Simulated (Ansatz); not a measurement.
# Si2N (quartet): B2PLYP, RPA-PBE over vertical spin and charge gaps, cc-pVTZ

How well do these functionals follow the top wave-function level for Si2N (quartet) over vertical spin and charge gaps?

The runs use Ansatz 0.2.0, Gaussian basis; cc-pVTZ, all electrons in the functionals, frozen cores in the correlation of double hybrids and RPA.

The runs, in order: B2PLYP, RPA-PBE, at charge 0, quartet; charge 0, doublet; charge 0, sextet; charge 1, triplet; charge 1, quintet.

6 further runs of the same task are left out: 1 for a known fault of the program, 5 set aside as unsound or not needed.

### Step 1. What is computed

The geometry is a PBE0/def2-TZVP stationary point (not a proven minimum).

3 atoms, charge 0, spin multiplicity 4.

Atoms are counted from 1 here; the program's logs count them from 0.

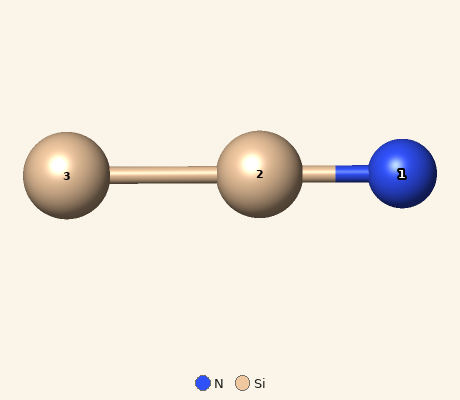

The structure; nitrogen blue, silicon light orange; atoms are numbered from 1 in the order of the file.

No dispersion term is added.

The geometry shown and the zero of energy belong to the point charge 0, quartet. The yardstick, UCCSD(T), and other wave-function levels (R restricted, U unrestricted, valence and pair active spaces) come from earlier runs.

### Step 2. B2PLYP, charge 0, quartet

Contents of in.yaml:

```yaml
crystal:
  periodic: [false, false, false]
  atoms:
    - {symbol: N, position_ang: [0.000000, 0.000000, -1.854900]}
    - {symbol: Si, position_ang: [0.000000, 0.000000, -0.194400]}
    - {symbol: Si, position_ang: [0.000000, 0.000000, 2.049300]}
basis:
  gaussian: {orbitals: cc-pVTZ}
magnetization: {spin_polarized: true, initial_magnetization: 3}
hamiltonian: {xc: {name: B2PLYP}}
correlation: {electrons: outside_noble_gas}
```

Launch:

```bash
$ ansatz run in.yaml --threads 2 --pin off --events-out ev --progress --plain --max-ram 24576MiB --backend cuda --devices 0, --max-vram 18GiB
```

Output:

```text
Functional definition: B2PLYP
  name "B2PLYP"
  cite "Grimme, J. Chem. Phys. 124, 034108 (2006) doi:10.1063/1.2148954"
  cite "Becke, Phys. Rev. A 38, 3098 (1988) doi:10.1103/PhysRevA.38.3098"
  cite "Lee, Yang & Parr, Phys. Rev. B 37, 785 (1988) doi:10.1103/PhysRevB.37.785"
  parameter a = 0.53
  parameter c = 0.27
  exchange = (1 - a)*b88_x + a*exact_x
  correlation = (1 - c)*lyp_c + c*(mp2_os + mp2_ss)
601 factors; integrals over basis functions are off by at most 1.6e-3 eV
mean field evaluation 1: about -17215.4909 eV, gradient 4.7e1 eV
mean field evaluation 2: about -17215.6342 eV, gradient 4.8e1 eV
mean field evaluation 4: about -17226.1229 eV, gradient 1.4e1 eV
mean field evaluation 8: about -17228.9664 eV, gradient 1.1e0 eV
mean field evaluation 16: about -17229.0072 eV, gradient 1.4e-2 eV
mean field evaluation 32: about -17229.0072 eV, gradient 9.8e-6 eV
mean field evaluation 64: about -17228.7287 eV, gradient 1.7e0 eV
mean field evaluation 96: about -17190.8167 eV, gradient 3.9e1 eV
mean field -17229.68777575 eV, -633.1793470569 hartree, gradient 1.2e-6 eV, S^2 3.833313; 7 other end points of the search recorded, 0 dependent functions left out
11 core orbitals not correlated: weight in the atoms' cores, before any rotation towards them, 1.000 or more for the frozen orbitals, at most 0.000 for the correlated occupied ones
reference -17229.68789466 eV, -633.1793514270 hartree; 8, 5 occupied and 79, 82 virtual orbitals, 601 factors
second order -11.61123457 eV of doubles, -0.00000000 eV of singles
Total energy: -17232.82292800 eV, -633.2945617770 hartree
```

Run time: 14 s. Hardware: 1 × H100 (card shared with other runs) with 2 threads of AMD EPYC 7R13, shared host; peak host memory 0.74 GiB.

From the report: ⟨S²⟩ of the determinant 3.833 (pure quartet: 3.75).

### Step 3. B2PLYP, charge 0, doublet

Changes to in.yaml since step 2:

```diff
@@ -8,3 +8,3 @@
   gaussian: {orbitals: cc-pVTZ}
-magnetization: {spin_polarized: true, initial_magnetization: 3}
+magnetization: {spin_polarized: true, initial_magnetization: 1}
 hamiltonian: {xc: {name: B2PLYP}}
```

The command is unchanged.

Output, shortened:

```text
Functional definition: B2PLYP
  name "B2PLYP"
  cite "Grimme, J. Chem. Phys. 124, 034108 (2006) doi:10.1063/1.2148954"
  cite "Becke, Phys. Rev. A 38, 3098 (1988) doi:10.1103/PhysRevA.38.3098"
  cite "Lee, Yang & Parr, Phys. Rev. B 37, 785 (1988) doi:10.1103/PhysRevB.37.785"
[...]
601 factors; integrals over basis functions are off by at most 1.6e-3 eV
[...]
mean field -17230.03736685 eV, -633.1921942930 hartree, gradient 9.1e-6 eV, S^2 1.608309; 13 other end points of the search recorded, 0 dependent functions left out
11 core orbitals not correlated: weight in the atoms' cores, before any rotation towards them, 1.000 or more for the frozen orbitals, at most 0.000 for the correlated occupied ones
reference -17230.03748509 eV, -633.1921986383 hartree; 7, 6 occupied and 80, 81 virtual orbitals, 601 factors
second order -12.21920812 eV of doubles, -0.00000000 eV of singles
Total energy: -17233.33667128 eV, -633.3134414946 hartree
```

It took 10 s on 1 × H100 (card shared with other runs) with 2 threads of AMD EPYC 7R13, shared host; peak host memory 0.75 GiB.

From the report: ⟨S²⟩ of the determinant 1.608 (pure doublet: 0.75). The determinant is far from a pure spin state, so its energy mixes those of several spin states (harmless only where they are near-degenerate, as at dissociation).

From charge 0, quartet: -11.8 kcal/mol.

### Step 4. B2PLYP, charge 0, sextet

Changes to in.yaml since step 3:

```diff
@@ -8,3 +8,3 @@
   gaussian: {orbitals: cc-pVTZ}
-magnetization: {spin_polarized: true, initial_magnetization: 1}
+magnetization: {spin_polarized: true, initial_magnetization: 5}
 hamiltonian: {xc: {name: B2PLYP}}
```

Same command.

Output, shortened:

```text
Functional definition: B2PLYP
  name "B2PLYP"
  cite "Grimme, J. Chem. Phys. 124, 034108 (2006) doi:10.1063/1.2148954"
  cite "Becke, Phys. Rev. A 38, 3098 (1988) doi:10.1103/PhysRevA.38.3098"
  cite "Lee, Yang & Parr, Phys. Rev. B 37, 785 (1988) doi:10.1103/PhysRevB.37.785"
[...]
601 factors; integrals over basis functions are off by at most 1.6e-3 eV
[...]
mean field -17226.41311501 eV, -633.0590054944 hartree, gradient 3.2e-6 eV, S^2 8.771022; 13 other end points of the search recorded, 0 dependent functions left out
11 core orbitals not correlated: weight in the atoms' cores, before any rotation towards them, 1.000 or more for the frozen orbitals, at most 0.000 for the correlated occupied ones
reference -17226.41324122 eV, -633.0590101326 hartree; 9, 4 occupied and 78, 83 virtual orbitals, 601 factors
second order -9.58244989 eV of doubles, -0.00000000 eV of singles
Total energy: -17229.00050269 eV, -633.1540902380 hartree
```

Wall time 18 s (1 × H100 (card shared with other runs) with 2 threads of AMD EPYC 7R13, shared host); peak host memory 0.74 GiB.

From the report: ⟨S²⟩ of the determinant 8.771 (pure sextet: 8.75).

From charge 0, quartet: +88.1 kcal/mol.

### Step 5. B2PLYP, charge 1, triplet

Changes to in.yaml since step 4:

```diff
@@ -8,3 +8,4 @@
   gaussian: {orbitals: cc-pVTZ}
-magnetization: {spin_polarized: true, initial_magnetization: 5}
+total_charge: 1
+magnetization: {spin_polarized: true, initial_magnetization: 2}
 hamiltonian: {xc: {name: B2PLYP}}
```

Launched as before.

Output, shortened:

```text
Functional definition: B2PLYP
  name "B2PLYP"
  cite "Grimme, J. Chem. Phys. 124, 034108 (2006) doi:10.1063/1.2148954"
  cite "Becke, Phys. Rev. A 38, 3098 (1988) doi:10.1103/PhysRevA.38.3098"
  cite "Lee, Yang & Parr, Phys. Rev. B 37, 785 (1988) doi:10.1103/PhysRevB.37.785"
[...]
601 factors; integrals over basis functions are off by at most 1.6e-3 eV
[...]
mean field -17221.51881544 eV, -632.8791433026 hartree, gradient 4.3e-6 eV, S^2 2.516844; 15 other end points of the search recorded, 0 dependent functions left out
11 core orbitals not correlated: weight in the atoms' cores, before any rotation towards them, 1.000 or more for the frozen orbitals, at most 0.000 for the correlated occupied ones
reference -17221.51893504 eV, -632.8791476981 hartree; 7, 5 occupied and 80, 82 virtual orbitals, 601 factors
second order -10.23237607 eV of doubles, -0.00000000 eV of singles
Total energy: -17224.28167658 eV, -632.9806765770 hartree
```

It took 16 s on 1 × H100 (card shared with other runs) with 2 threads of AMD EPYC 7R13, shared host; peak host memory 0.76 GiB.

From the report: ⟨S²⟩ of the determinant 2.517 (pure triplet: 2.00). The determinant is far from a pure spin state, so its energy mixes those of several spin states (harmless only where they are near-degenerate, as at dissociation).

From charge 0, quartet: +197.0 kcal/mol.

### Step 6. B2PLYP, charge 1, quintet

Changes to in.yaml since step 5:

```diff
@@ -9,3 +9,3 @@
 total_charge: 1
-magnetization: {spin_polarized: true, initial_magnetization: 2}
+magnetization: {spin_polarized: true, initial_magnetization: 4}
 hamiltonian: {xc: {name: B2PLYP}}
```

Same command.

Output, shortened:

```text
Functional definition: B2PLYP
  name "B2PLYP"
  cite "Grimme, J. Chem. Phys. 124, 034108 (2006) doi:10.1063/1.2148954"
  cite "Becke, Phys. Rev. A 38, 3098 (1988) doi:10.1103/PhysRevA.38.3098"
  cite "Lee, Yang & Parr, Phys. Rev. B 37, 785 (1988) doi:10.1103/PhysRevB.37.785"
[...]
601 factors; integrals over basis functions are off by at most 1.6e-3 eV
[...]
mean field -17220.86783552 eV, -632.8552202318 hartree, gradient 2.0e-6 eV, S^2 6.035923; 3 other end points of the search recorded, 0 dependent functions left out
11 core orbitals not correlated: weight in the atoms' cores, before any rotation towards them, 1.000 or more for the frozen orbitals, at most 0.000 for the correlated occupied ones
reference -17220.86795312 eV, -632.8552245538 hartree; 8, 4 occupied and 79, 83 virtual orbitals, 601 factors
second order -9.16853063 eV of doubles, -0.00000000 eV of singles
Total energy: -17223.34345639 eV, -632.9461976210 hartree
```

It took 12 s on 1 × H100 (card shared with other runs) with 2 threads of AMD EPYC 7R13, shared host; peak host memory 0.74 GiB.

From the report: ⟨S²⟩ of the determinant 6.036 (pure quintet: 6.00).

From charge 0, quartet: +218.6 kcal/mol.

### Step 7. RPA-PBE, charge 0, quartet

Contents of in.yaml:

```yaml
crystal:
  periodic: [false, false, false]
  atoms:
    - {symbol: N, position_ang: [0.000000, 0.000000, -1.854900]}
    - {symbol: Si, position_ang: [0.000000, 0.000000, -0.194400]}
    - {symbol: Si, position_ang: [0.000000, 0.000000, 2.049300]}
basis:
  gaussian: {orbitals: cc-pVTZ}
magnetization: {spin_polarized: true, initial_magnetization: 3}
hamiltonian: {xc: {name: PBE}}
correlation: {method: rpa, electrons: outside_noble_gas}
```

Launched as before.

Output, shortened:

```text
Functional definition: PBE
  name "PBE"
  cite "Perdew, Burke & Ernzerhof, Phys. Rev. Lett. 77, 3865 (1996) doi:10.1103/PhysRevLett.77.3865"
  parent pbe
[...]
601 factors; integrals over basis functions are off by at most 1.6e-3 eV
[...]
mean field -17231.00688856 eV, -633.2278235586 hartree, gradient 2.1e-6 eV, S^2 3.766803; 9 other end points of the search recorded, 0 dependent functions left out
11 core orbitals not correlated: weight in the atoms' cores, before any rotation towards them, 1.000 or more for the frozen orbitals, at most 0.000 for the correlated occupied ones
reference -17201.57673821 eV, -632.1462854816 hartree; 8, 5 occupied and 79, 82 virtual orbitals, 601 factors
Total energy: -17218.33473045 eV, -632.7621303377 hartree
```

Run time: 21 s. Hardware: 1 × H100 (card shared with other runs) with 2 threads of AMD EPYC 7R13, shared host; peak host memory 0.82 GiB.

From the report: ⟨S²⟩ of the determinant 3.767 (pure quartet: 3.75).

### Step 8. RPA-PBE, charge 0, doublet

Changes to in.yaml since step 7:

```diff
@@ -8,3 +8,3 @@
   gaussian: {orbitals: cc-pVTZ}
-magnetization: {spin_polarized: true, initial_magnetization: 3}
+magnetization: {spin_polarized: true, initial_magnetization: 1}
 hamiltonian: {xc: {name: PBE}}
```

Same command.

Output, shortened:

```text
Functional definition: PBE
  name "PBE"
  cite "Perdew, Burke & Ernzerhof, Phys. Rev. Lett. 77, 3865 (1996) doi:10.1103/PhysRevLett.77.3865"
  parent pbe
[...]
601 factors; integrals over basis functions are off by at most 1.6e-3 eV
[...]
mean field -17231.78198170 eV, -633.2563077061 hartree, gradient 2.9e-6 eV, S^2 0.812090; 11 other end points of the search recorded, 0 dependent functions left out
11 core orbitals not correlated: weight in the atoms' cores, before any rotation towards them, 1.000 or more for the frozen orbitals, at most 0.000 for the correlated occupied ones
reference -17200.25466094 eV, -632.0977000381 hartree; 7, 6 occupied and 80, 81 virtual orbitals, 601 factors
Total energy: -17219.23270661 eV, -632.7951303527 hartree
```

It took 11 s on 1 × H100 (card shared with other runs) with 2 threads of AMD EPYC 7R13, shared host; peak host memory 0.82 GiB.

From the report: ⟨S²⟩ of the determinant 0.812 (pure doublet: 0.75).

From charge 0, quartet: -20.7 kcal/mol.

### Step 9. RPA-PBE, charge 0, sextet

Changes to in.yaml since step 8:

```diff
@@ -8,3 +8,3 @@
   gaussian: {orbitals: cc-pVTZ}
-magnetization: {spin_polarized: true, initial_magnetization: 1}
+magnetization: {spin_polarized: true, initial_magnetization: 5}
 hamiltonian: {xc: {name: PBE}}
```

Same command.

Output, shortened:

```text
Functional definition: PBE
  name "PBE"
  cite "Perdew, Burke & Ernzerhof, Phys. Rev. Lett. 77, 3865 (1996) doi:10.1103/PhysRevLett.77.3865"
  parent pbe
[...]
601 factors; integrals over basis functions are off by at most 1.6e-3 eV
[...]
mean field -17227.44374191 eV, -633.0968803345 hartree, gradient 4.9e-6 eV, S^2 8.755764; 15 other end points of the search recorded, 0 dependent functions left out
11 core orbitals not correlated: weight in the atoms' cores, before any rotation towards them, 1.000 or more for the frozen orbitals, at most 0.000 for the correlated occupied ones
reference -17197.96321053 eV, -632.0134907888 hartree; 9, 4 occupied and 78, 83 virtual orbitals, 601 factors
Total energy: -17214.75304726 eV, -632.6305059083 hartree
```

Wall time 12 s (1 × H100 (card shared with other runs) with 2 threads of AMD EPYC 7R13, shared host); peak host memory 0.82 GiB.

From the report: ⟨S²⟩ of the determinant 8.756 (pure sextet: 8.75).

From charge 0, quartet: +82.6 kcal/mol.

### Step 10. RPA-PBE, charge 1, triplet

Changes to in.yaml since step 9:

```diff
@@ -8,3 +8,4 @@
   gaussian: {orbitals: cc-pVTZ}
-magnetization: {spin_polarized: true, initial_magnetization: 5}
+total_charge: 1
+magnetization: {spin_polarized: true, initial_magnetization: 2}
 hamiltonian: {xc: {name: PBE}}
```

Same command.

Output, shortened:

```text
Functional definition: PBE
  name "PBE"
  cite "Perdew, Burke & Ernzerhof, Phys. Rev. Lett. 77, 3865 (1996) doi:10.1103/PhysRevLett.77.3865"
  parent pbe
[...]
601 factors; integrals over basis functions are off by at most 1.6e-3 eV
[...]
mean field -17222.52088338 eV, -632.9159686202 hartree, gradient 6.9e-6 eV, S^2 2.043561; 12 other end points of the search recorded, 0 dependent functions left out
11 core orbitals not correlated: weight in the atoms' cores, before any rotation towards them, 1.000 or more for the frozen orbitals, at most 0.000 for the correlated occupied ones
reference -17193.29129357 eV, -631.8418010073 hartree; 7, 5 occupied and 80, 82 virtual orbitals, 601 factors
Total energy: -17209.79503506 eV, -632.4483023204 hartree
```

It took 17 s on 1 × H100 (card shared with other runs) with 2 threads of AMD EPYC 7R13, shared host; peak host memory 0.82 GiB.

From the report: ⟨S²⟩ of the determinant 2.044 (pure triplet: 2.00).

From charge 0, quartet: +196.9 kcal/mol.

### Step 11. RPA-PBE, charge 1, quintet

Changes to in.yaml since step 10:

```diff
@@ -9,3 +9,3 @@
 total_charge: 1
-magnetization: {spin_polarized: true, initial_magnetization: 2}
+magnetization: {spin_polarized: true, initial_magnetization: 4}
 hamiltonian: {xc: {name: PBE}}
```

Same command.

Output, shortened:

```text
Functional definition: PBE
  name "PBE"
  cite "Perdew, Burke & Ernzerhof, Phys. Rev. Lett. 77, 3865 (1996) doi:10.1103/PhysRevLett.77.3865"
  parent pbe
[...]
601 factors; integrals over basis functions are off by at most 1.6e-3 eV
[...]
mean field -17221.41218932 eV, -632.8752248650 hartree, gradient 8.2e-6 eV, S^2 6.014742; 7 other end points of the search recorded, 0 dependent functions left out
11 core orbitals not correlated: weight in the atoms' cores, before any rotation towards them, 1.000 or more for the frozen orbitals, at most 0.000 for the correlated occupied ones
reference -17192.52647656 eV, -631.8136945005 hartree; 8, 4 occupied and 79, 83 virtual orbitals, 601 factors
Total energy: -17208.55318201 eV, -632.4026650625 hartree
```

Run time: 18 s. Hardware: 1 × H100 (card shared with other runs) with 2 threads of AMD EPYC 7R13, shared host; peak host memory 0.82 GiB.

From the report: ⟨S²⟩ of the determinant 6.015 (pure quintet: 6.00).

From charge 0, quartet: +225.6 kcal/mol.

### Step 12. Against the wave-function levels

No level is safe as a reference over these points; UCCSD(T) serves as a yardstick only. It comes from earlier runs at the same points. Energies in kcal/mol, counted from charge 0, quartet; blanks weren't run or aren't comparable.

| level | quartet to doublet | quartet to sextet | ionisation to the triplet cation | ionisation to the quintet cation |
| --- | --- | --- | --- | --- |
| UCCSD(T) | -16.8 | 83.2 | 194.3 | 218.1 |
| B2PLYP | -11.8 | 88.1 | 197.0 | 218.6 |
| RPA-PBE | -20.7 | 82.6 | 196.9 | 225.6 |

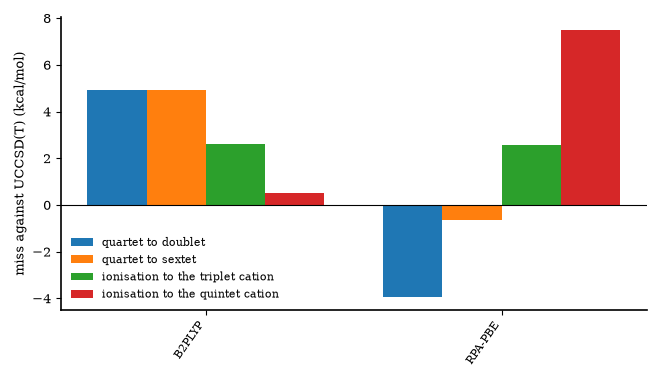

Misses of the gaps against UCCSD(T).

Largest miss and mean time a point (UCCSD(T) took 38 s a point; shared hosts):

| level | largest miss (kcal/mol) | where | time a point |
| --- | --- | --- | --- |
| B2PLYP | +4.9 | quartet to doublet | 14 s |
| RPA-PBE | +7.5 | ionisation to the quintet cation | 16 s |

### Step 13. Summary of results

| quantity | value |
| --- | --- |
| quartet to doublet, UCCSD(T) | -16.8 kcal/mol |
| quartet to sextet, UCCSD(T) | 83.2 kcal/mol |
| ionisation to the triplet cation, UCCSD(T) | 194.3 kcal/mol |
| ionisation to the quintet cation, UCCSD(T) | 218.1 kcal/mol |
| largest miss, B2PLYP | +4.9 kcal/mol (quartet to doublet) |
| largest miss, RPA-PBE | +7.5 kcal/mol (ionisation to the quintet cation) |

What this shows: Of the functionals, B2PLYP keep the smallest largest miss at the points compared (at most 4.9 kcal/mol) and RPA-PBE strays most (7.5 kcal/mol, at ionisation to the quintet cation). B2PLYP clearly breaks the spin symmetry at some points (⟨S²⟩ up to 0.86 above the pure value), so energy there is bought with a mixed spin. Functionals and the yardstick converge differently with the basis, so part of each miss in cc-pVTZ is the basis. The yardstick itself may be off where one determinant is a poor start.
